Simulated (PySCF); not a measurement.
# Sn, Sn+, Sn(2+): ionisation energies in x2c-TZVPPall plus 1 even-tempered diffuse shell per l, part 2 of 3

Aim: the ionisation energy of tin from differences of total energies, at each level of theory, and how far each lands from the tabulated value where there is one.

PySCF 2.14.0; x2c-TZVPPall plus 1 even-tempered diffuse shell per l, scalar relativity by spin-free X2C-1e. The scripts are equivalent inputs of a driver's runs. Earlier steps stand in the parts before.

## Step 4: Sn+: the ladder of methods

UHF:

Input file input.py:

```python
from pyscf import gto, scf, dft, mp, cc
import basis_set_exchange as bse
mol = gto.M(atom="Sn 0 0 0", charge=1, spin=1, symmetry="D2h",
            basis=gto.basis.parse(bse.get_basis("x2c-TZVPPall", elements=["Sn"], fmt="nwchem", augment_diffuse=1)),
            nucmod="G")
mf = scf.UHF(mol).sfx2c1e()
mf.irrep_nelec = {'Ag': (9, 9), 'B1g': (2, 2), 'B2g': (2, 2), 'B3g': (2, 2), 'B1u': (3, 3), 'B2u': (4, 3), 'B3u': (3, 3)}
mf.kernel()
```

Output:

```text
damping factor = 0
level_shift factor = 0
DIIS = <class 'pyscf.scf.diis.CDIIS'>
diis_start_cycle = 1
diis_space = 10
diis_damp = 0
SCF conv_tol = 1e-09
SCF conv_tol_grad = None
number electrons alpha = 25  beta = 24
cycle= 1 E= -6173.49648992286  delta_E= -0.00278  |g|= 0.017  |ddm|= 0.0805
cycle= 2 E= -6173.49685165749  delta_E= -0.000362  |g|= 0.00645  |ddm|= 0.0286
cycle= 3 E= -6173.4969158841  delta_E= -6.42e-05  |g|= 0.000474  |ddm|= 0.0177
cycle= 4 E= -6173.49691625396  delta_E= -3.7e-07  |g|= 0.000153  |ddm|= 0.00148
cycle= 5 E= -6173.49691627001  delta_E= -1.61e-08  |g|= 3.74e-05  |ddm|= 0.000378
cycle= 6 E= -6173.4969162717  delta_E= -1.69e-09  |g|= 7.41e-06  |ddm|= 0.000169
cycle= 7 E= -6173.49691627179  delta_E= -9.19e-11  |g|= 9.46e-07  |ddm|= 5.19e-05
converged SCF energy = -6173.49691627179  <S^2> = 0.76010381  2S+1 = 2.0100784
```

CPU time 9.6 s on a shared host, the integrals not counted.

The occupied shells:

```
shell  electrons  mean orbital energy (eV)  spread (eV)  rms radius (bohr)
 1s α          1                  -29353.9            0             0.0333
 1s β          1                  -29353.9            0             0.0333
 2s α          1                   -4531.1            0              0.136
 2s β          1                   -4531.1            0              0.136
 2p α          3                   -4063.9        0.014              0.121
 2p β          3                   -4063.8        0.062              0.121
 3s α          1                   -920.82            0              0.361
 3s β          1                   -920.78            0              0.361
 3p α          3                   -764.02        0.022              0.362
 3p β          3                   -763.96        0.193              0.362
 3d α          5                   -522.01        0.119              0.341
 3d β          5                   -522.00        0.164              0.341
 4s α          1                   -168.13            0              0.874
 4s β          1                   -168.04            0              0.874
 4p α          3                   -118.29        0.068              0.950
 4p β          3                   -118.18        0.477              0.950
 4d α          5                   -43.672        0.348               1.18
 4d β          5                   -43.574        0.558               1.18
 5s α          1                   -21.920            0               2.54
 5s β          1                   -19.916            0               2.54
 5p α          1                   -14.004            0               3.16
```

⟨S²⟩ = 0.760, ⟨L²⟩ = 2.03.

Spin-orbit constants on these orbitals (cm⁻¹; bare nucleus, screened nucleus, mean field): 5p 2611, 2506, 2440. To first order in LS coupling the lowest level has J = 1/2 and lies 0.303 eV below the centre of the term.

LDA:

Changes to input.py:

```diff
@@ -5,3 +5,3 @@
             nucmod="G")
-mf = scf.UHF(mol).sfx2c1e()
+mf = dft.UKS(mol, xc="LDA,VWN").sfx2c1e()
 mf.irrep_nelec = {'Ag': (9, 9), 'B1g': (2, 2), 'B2g': (2, 2), 'B3g': (2, 2), 'B1u': (3, 3), 'B2u': (4, 3), 'B3u': (3, 3)}
```

Output:

```text
damping factor = 0
level_shift factor = 0
DIIS = <class 'pyscf.scf.diis.CDIIS'>
diis_start_cycle = 1
diis_space = 10
diis_damp = 0
SCF conv_tol = 1e-09
SCF conv_tol_grad = None
number electrons alpha = 25  beta = 24
XC functionals = LDA,VWN
    P. A. M. Dirac.,  Math. Proc. Cambridge Philos. Soc. 26, 376 (1930)
    F. Bloch.,  Z. Phys. 57, 545 (1929)
    S. H. Vosko, L. Wilk, and M. Nusair.,  Can. J. Phys. 58, 1200 (1980)
cycle= 1 E= -6170.18304938244  delta_E= -0.0214  |g|= 0.0779  |ddm|= 0.511
cycle= 2 E= -6170.18308888201  delta_E= -3.95e-05  |g|= 0.0602  |ddm|= 0.0793
cycle= 3 E= -6170.18368326708  delta_E= -0.000594  |g|= 0.00899  |ddm|= 0.0558
cycle= 4 E= -6170.1837005088  delta_E= -1.72e-05  |g|= 0.000224  |ddm|= 0.011
cycle= 5 E= -6170.18370052396  delta_E= -1.52e-08  |g|= 4.58e-06  |ddm|= 0.000455
cycle= 6 E= -6170.18370052397  delta_E= -2.73e-12  |g|= 2.77e-07  |ddm|= 1.49e-05
converged SCF energy = -6170.18370052397  <S^2> = 0.75068171  2S+1 = 2.0006816
```

CPU time 0.8 s on a shared host, the integrals not counted.

PBE:

Changes to input.py:

```diff
@@ -5,3 +5,3 @@
             nucmod="G")
-mf = dft.UKS(mol, xc="LDA,VWN").sfx2c1e()
+mf = dft.UKS(mol, xc="PBE").sfx2c1e()
 mf.irrep_nelec = {'Ag': (9, 9), 'B1g': (2, 2), 'B2g': (2, 2), 'B3g': (2, 2), 'B1u': (3, 3), 'B2u': (4, 3), 'B3u': (3, 3)}
```

Output:

```text
damping factor = 0
level_shift factor = 0
DIIS = <class 'pyscf.scf.diis.CDIIS'>
diis_start_cycle = 1
diis_space = 10
diis_damp = 0
SCF conv_tol = 1e-09
SCF conv_tol_grad = None
number electrons alpha = 25  beta = 24
XC functionals = PBE
    J. P. Perdew, K. Burke, and M. Ernzerhof.,  Phys. Rev. Lett. 77, 3865 (1996)
    J. P. Perdew, K. Burke, and M. Ernzerhof.,  Phys. Rev. Lett. 78, 1396 (1997)
    J. P. Perdew, K. Burke, and M. Ernzerhof.,  Phys. Rev. Lett. 77, 3865 (1996)
    J. P. Perdew, K. Burke, and M. Ernzerhof.,  Phys. Rev. Lett. 78, 1396 (1997)
cycle= 1 E= -6175.7675018099  delta_E= -0.0141  |g|= 0.049  |ddm|= 0.435
cycle= 2 E= -6175.76754748626  delta_E= -4.57e-05  |g|= 0.0334  |ddm|= 0.0465
cycle= 3 E= -6175.7677242094  delta_E= -0.000177  |g|= 0.00664  |ddm|= 0.0323
cycle= 4 E= -6175.76773356929  delta_E= -9.36e-06  |g|= 0.000153  |ddm|= 0.00789
cycle= 5 E= -6175.76773357704  delta_E= -7.75e-09  |g|= 9.36e-06  |ddm|= 0.000329
cycle= 6 E= -6175.7677335771  delta_E= -5.37e-11  |g|= 3.95e-07  |ddm|= 2.39e-05
converged SCF energy = -6175.7677335771  <S^2> = 0.75147611  2S+1 = 2.0014756
```

It used 1.4 s of CPU time after the integrals (shared host).

PBE0:

Changes to input.py:

```diff
@@ -5,3 +5,3 @@
             nucmod="G")
-mf = dft.UKS(mol, xc="PBE").sfx2c1e()
+mf = dft.UKS(mol, xc="PBE0").sfx2c1e()
 mf.irrep_nelec = {'Ag': (9, 9), 'B1g': (2, 2), 'B2g': (2, 2), 'B3g': (2, 2), 'B1u': (3, 3), 'B2u': (4, 3), 'B3u': (3, 3)}
```

Output:

```text
damping factor = 0
level_shift factor = 0
DIIS = <class 'pyscf.scf.diis.CDIIS'>
diis_start_cycle = 1
diis_space = 10
diis_damp = 0
SCF conv_tol = 1e-09
SCF conv_tol_grad = None
number electrons alpha = 25  beta = 24
XC functionals = PBE0
    C. Adamo and V. Barone.,  J. Chem. Phys. 110, 6158 (1999)
    M. Ernzerhof and G. E. Scuseria.,  J. Chem. Phys. 110, 5029 (1999)
cycle= 1 E= -6175.85071506601  delta_E= -0.00863  |g|= 0.0243  |ddm|= 0.326
cycle= 2 E= -6175.850778781  delta_E= -6.37e-05  |g|= 0.00819  |ddm|= 0.0301
cycle= 3 E= -6175.85078808565  delta_E= -9.3e-06  |g|= 0.00334  |ddm|= 0.00835
cycle= 4 E= -6175.85079025337  delta_E= -2.17e-06  |g|= 0.000162  |ddm|= 0.00348
cycle= 5 E= -6175.85079027406  delta_E= -2.07e-08  |g|= 9.19e-06  |ddm|= 0.000311
cycle= 6 E= -6175.85079027414  delta_E= -8.37e-11  |g|= 5.15e-07  |ddm|= 2.83e-05
converged SCF energy = -6175.85079027414  <S^2> = 0.75266082  2S+1 = 2.002659
```

It used 1.7 s of CPU time after the integrals (shared host).

r2SCAN:

Changes to input.py:

```diff
@@ -5,3 +5,3 @@
             nucmod="G")
-mf = dft.UKS(mol, xc="PBE0").sfx2c1e()
+mf = dft.UKS(mol, xc="R2SCAN").sfx2c1e()
 mf.irrep_nelec = {'Ag': (9, 9), 'B1g': (2, 2), 'B2g': (2, 2), 'B3g': (2, 2), 'B1u': (3, 3), 'B2u': (4, 3), 'B3u': (3, 3)}
```

Output:

```text
damping factor = 0
level_shift factor = 0
DIIS = <class 'pyscf.scf.diis.CDIIS'>
diis_start_cycle = 1
diis_space = 10
diis_damp = 0
SCF conv_tol = 1e-09
SCF conv_tol_grad = None
number electrons alpha = 25  beta = 24
XC functionals = R2SCAN
    J. W. Furness, A. D. Kaplan, J. Ning, J. P. Perdew, and J. Sun.,  J. Phys. Chem. Lett. 11, 8208-8215 (2020)
    J. W. Furness, A. D. Kaplan, J. Ning, J. P. Perdew, and J. Sun.,  J. Phys. Chem. Lett. 11, 9248-9248 (2020)
    J. W. Furness, A. D. Kaplan, J. Ning, J. P. Perdew, and J. Sun.,  J. Phys. Chem. Lett. 11, 8208-8215 (2020)
    J. W. Furness, A. D. Kaplan, J. Ning, J. P. Perdew, and J. Sun.,  J. Phys. Chem. Lett. 11, 9248-9248 (2020)
cycle= 1 E= -6176.2037518485  delta_E= -0.0099  |g|= 0.0366  |ddm|= 0.343
cycle= 2 E= -6176.20383447234  delta_E= -8.26e-05  |g|= 0.0225  |ddm|= 0.0512
cycle= 3 E= -6176.20391692276  delta_E= -8.25e-05  |g|= 0.00493  |ddm|= 0.0222
cycle= 4 E= -6176.20392218849  delta_E= -5.27e-06  |g|= 0.000256  |ddm|= 0.0054
cycle= 5 E= -6176.20392224978  delta_E= -6.13e-08  |g|= 1.59e-05  |ddm|= 0.000703
cycle= 6 E= -6176.20392225008  delta_E= -2.96e-10  |g|= 2.02e-06  |ddm|= 6.77e-05
converged SCF energy = -6176.20392225008  <S^2> = 0.75429115  2S+1 = 2.0042866
```

It used 2.9 s of CPU time after the integrals (shared host).

B2PLYP:

Changes to input.py:

```diff
@@ -5,3 +5,3 @@
             nucmod="G")
-mf = dft.UKS(mol, xc="R2SCAN").sfx2c1e()
+mf = dft.UKS(mol, xc="0.53*HF + 0.47*B88, 0.73*LYP").sfx2c1e()
 mf.irrep_nelec = {'Ag': (9, 9), 'B1g': (2, 2), 'B2g': (2, 2), 'B3g': (2, 2), 'B1u': (3, 3), 'B2u': (4, 3), 'B3u': (3, 3)}
```

Output:

```text
damping factor = 0
level_shift factor = 0
DIIS = <class 'pyscf.scf.diis.CDIIS'>
diis_start_cycle = 1
diis_space = 10
diis_damp = 0
SCF conv_tol = 1e-09
SCF conv_tol_grad = None
number electrons alpha = 25  beta = 24
XC functionals = 0.53*HF + 0.47*B88, 0.73*LYP
    A. D. Becke.,  Phys. Rev. A 38, 3098 (1988)
    C. Lee, W. Yang, and R. G. Parr.,  Phys. Rev. B 37, 785 (1988)
    B. Miehlich, A. Savin, H. Stoll, and H. Preuss.,  Chem. Phys. Lett. 157, 200 (1989)
cycle= 1 E= -6175.50640398908  delta_E= -0.00466  |g|= 0.0194  |ddm|= 0.193
cycle= 2 E= -6175.50651721699  delta_E= -0.000113  |g|= 0.00713  |ddm|= 0.0381
cycle= 3 E= -6175.50652914688  delta_E= -1.19e-05  |g|= 0.00251  |ddm|= 0.00681
cycle= 4 E= -6175.50653106432  delta_E= -1.92e-06  |g|= 0.000295  |ddm|= 0.00364
cycle= 5 E= -6175.50653111631  delta_E= -5.2e-08  |g|= 2.11e-05  |ddm|= 0.000566
cycle= 6 E= -6175.50653111694  delta_E= -6.34e-10  |g|= 1.29e-06  |ddm|= 9.52e-05
converged SCF energy = -6175.50653111694  <S^2> = 0.75390281  2S+1 = 2.003899
```

It used 1.9 s of CPU time after the integrals (shared host).

Script and log cover the SCF part. The PT2 part, added by the driver, -0.04062 hartree before scaling by 0.27, brings the total to -6175.517498 hartree.

BLYP:

Changes to input.py:

```diff
@@ -5,3 +5,3 @@
             nucmod="G")
-mf = dft.UKS(mol, xc="0.53*HF + 0.47*B88, 0.73*LYP").sfx2c1e()
+mf = dft.UKS(mol, xc="BLYP").sfx2c1e()
 mf.irrep_nelec = {'Ag': (9, 9), 'B1g': (2, 2), 'B2g': (2, 2), 'B3g': (2, 2), 'B1u': (3, 3), 'B2u': (4, 3), 'B3u': (3, 3)}
```

Output:

```text
damping factor = 0
level_shift factor = 0
DIIS = <class 'pyscf.scf.diis.CDIIS'>
diis_start_cycle = 1
diis_space = 10
diis_damp = 0
SCF conv_tol = 1e-09
SCF conv_tol_grad = None
number electrons alpha = 25  beta = 24
XC functionals = BLYP
    A. D. Becke.,  Phys. Rev. A 38, 3098 (1988)
    C. Lee, W. Yang, and R. G. Parr.,  Phys. Rev. B 37, 785 (1988)
    B. Miehlich, A. Savin, H. Stoll, and H. Preuss.,  Chem. Phys. Lett. 157, 200 (1989)
cycle= 1 E= -6176.39940902947  delta_E= -0.0153  |g|= 0.0624  |ddm|= 0.437
cycle= 2 E= -6176.39943512052  delta_E= -2.61e-05  |g|= 0.0502  |ddm|= 0.0667
cycle= 3 E= -6176.39985736569  delta_E= -0.000422  |g|= 0.00633  |ddm|= 0.0459
cycle= 4 E= -6176.39986629189  delta_E= -8.93e-06  |g|= 0.000197  |ddm|= 0.00859
cycle= 5 E= -6176.39986630498  delta_E= -1.31e-08  |g|= 5.64e-06  |ddm|= 0.000469
cycle= 6 E= -6176.39986630501  delta_E= -2.18e-11  |g|= 4.16e-07  |ddm|= 1.82e-05
converged SCF energy = -6176.39986630501  <S^2> = 0.7510116  2S+1 = 2.0010113
```

It used 1.4 s of CPU time after the integrals (shared host).

wB97X-V:

Changes to input.py:

```diff
@@ -5,3 +5,3 @@
             nucmod="G")
-mf = dft.UKS(mol, xc="BLYP").sfx2c1e()
+mf = dft.UKS(mol, xc="WB97X_V").sfx2c1e()
 mf.irrep_nelec = {'Ag': (9, 9), 'B1g': (2, 2), 'B2g': (2, 2), 'B3g': (2, 2), 'B1u': (3, 3), 'B2u': (4, 3), 'B3u': (3, 3)}
```

Output:

```text
damping factor = 0
level_shift factor = 0
DIIS = <class 'pyscf.scf.diis.CDIIS'>
diis_start_cycle = 1
diis_space = 10
diis_damp = 0
SCF conv_tol = 1e-09
SCF conv_tol_grad = None
number electrons alpha = 25  beta = 24
XC functionals = WB97X_V
    N. Mardirossian and M. Head-Gordon.,  Phys. Chem. Chem. Phys. 16, 9904-9924 (2014)
NLC functional = WB97X_V
cycle= 1 E= -6175.89820050034  delta_E= -0.00901  |g|= 0.0283  |ddm|= 0.246
cycle= 2 E= -6175.89842702032  delta_E= -0.000227  |g|= 0.00911  |ddm|= 0.0644
cycle= 3 E= -6175.89844850551  delta_E= -2.15e-05  |g|= 0.00364  |ddm|= 0.00942
cycle= 4 E= -6175.89845254661  delta_E= -4.04e-06  |g|= 0.000534  |ddm|= 0.00676
cycle= 5 E= -6175.89845272858  delta_E= -1.82e-07  |g|= 4.75e-05  |ddm|= 0.000985
cycle= 6 E= -6175.89845273227  delta_E= -3.69e-09  |g|= 4.38e-06  |ddm|= 0.000228
cycle= 7 E= -6175.8984527323  delta_E= -3.18e-11  |g|= 4.25e-07  |ddm|= 2.27e-05
converged SCF energy = -6175.8984527323  <S^2> = 0.75272554  2S+1 = 2.0027237
```

CPU time 4 s on a shared host, the integrals not counted.

BHandHLYP:

Changes to input.py:

```diff
@@ -5,3 +5,3 @@
             nucmod="G")
-mf = dft.UKS(mol, xc="WB97X_V").sfx2c1e()
+mf = dft.UKS(mol, xc="BHANDHLYP").sfx2c1e()
 mf.irrep_nelec = {'Ag': (9, 9), 'B1g': (2, 2), 'B2g': (2, 2), 'B3g': (2, 2), 'B1u': (3, 3), 'B2u': (4, 3), 'B3u': (3, 3)}
```

Output:

```text
damping factor = 0
level_shift factor = 0
DIIS = <class 'pyscf.scf.diis.CDIIS'>
diis_start_cycle = 1
diis_space = 10
diis_damp = 0
SCF conv_tol = 1e-09
SCF conv_tol_grad = None
number electrons alpha = 25  beta = 24
XC functionals = BHANDHLYP
    A. D. Becke.,  J. Chem. Phys. 98, 1372 (1993)
    Defined through Gaussian implementation.
cycle= 1 E= -6176.19315430505  delta_E= -0.00511  |g|= 0.0171  |ddm|= 0.223
cycle= 2 E= -6176.19324674748  delta_E= -9.24e-05  |g|= 0.00437  |ddm|= 0.0326
cycle= 3 E= -6176.19325227473  delta_E= -5.53e-06  |g|= 0.00214  |ddm|= 0.00489
cycle= 4 E= -6176.19325338195  delta_E= -1.11e-06  |g|= 0.000287  |ddm|= 0.00276
cycle= 5 E= -6176.19325342055  delta_E= -3.86e-08  |g|= 1.84e-05  |ddm|= 0.000502
cycle= 6 E= -6176.19325342102  delta_E= -4.64e-10  |g|= 9.47e-07  |ddm|= 8.25e-05
converged SCF energy = -6176.19325342102  <S^2> = 0.75311837  2S+1 = 2.0031159
```

It used 1.7 s of CPU time after the integrals (shared host).

## Step 5: Sn+, continued

MP2 (valence):

input.py, as its differences from that of step 4:

```diff
@@ -5,4 +5,5 @@
             nucmod="G")
-mf = dft.UKS(mol, xc="BHANDHLYP").sfx2c1e()
+mf = scf.UHF(mol).sfx2c1e()
 mf.irrep_nelec = {'Ag': (9, 9), 'B1g': (2, 2), 'B2g': (2, 2), 'B3g': (2, 2), 'B1u': (3, 3), 'B2u': (4, 3), 'B3u': (3, 3)}
 mf.kernel()
+mp.UMP2(mf, frozen=23).kernel()
```

The driver printed no log here.

It used 0.17 s of CPU time after the integrals (shared host).

With 3 electrons correlated, the MP2 correlation energy is -0.03171 hartree (-0.00218 same spin, -0.02954 opposite spin); the SCS form gives -0.03617. Largest pairs of shells: 5s-5s -0.0181, 5s-5p -0.0136, 5p-5p 0.0000.

MP2 (valence and next inner shell):

Changes to input.py:

```diff
@@ -8,2 +8,2 @@
 mf.kernel()
-mp.UMP2(mf, frozen=23).kernel()
+mp.UMP2(mf, frozen=14).kernel()
```

The driver printed no log here.

CPU time 0.4 s on a shared host, the integrals not counted.

With 21 electrons correlated, the MP2 correlation energy is -0.36647 hartree (-0.12638 same spin, -0.24009 opposite spin); the SCS form gives -0.33024. Largest pairs of shells: 4d-4d -0.1605, 4d-5s -0.0634, 4p-4d -0.0512, 5s-5s -0.0181, 4p-4p -0.0161.

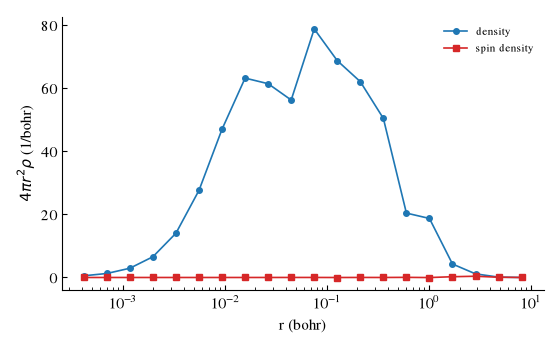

Radial density 4πr²ρ of Sn+ at UHF, without picture-change correction, at 20 stored radii joined by straight lines.

[end of part 2 of 3]
